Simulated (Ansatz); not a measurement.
Sn: response to strain

Base system: Sn in the diamond structure (space group Fd-3m, No. 227; a = 6.5665 Å). Axes: x, y, z lie along the cube axes.

Strains are applied to the cell and any free atomic positions relax; under biaxial strain the out-of-plane vector relaxes too.

Calculations: Kohn–Sham DFT with the r2SCAN functional, run in Ansatz (a quantum-chemistry and plane-wave program) with PAW and 500 eV plane waves, spin-orbit coupling left out.

Notes on the quantities. pressure: mean of the normal stresses, compression positive.

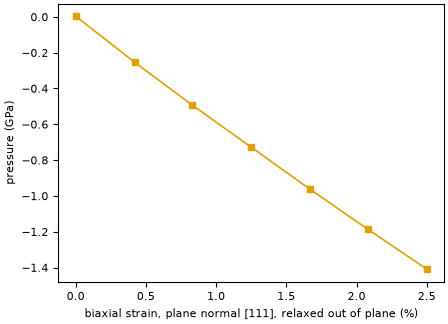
*Pressure against biaxial strain, plane normal [111], relaxed out of plane*

Q: From the plot, what is the pressure for biaxial strain +2.50 %, plane normal [111], relaxed out of plane?

A: About -1.4 GPa.

Q: Is the trend monotonic over the range shown?

A: Yes, it falls throughout, spanning -1.4 GPa to 0.0 GPa.

No phonon test of stability was made.
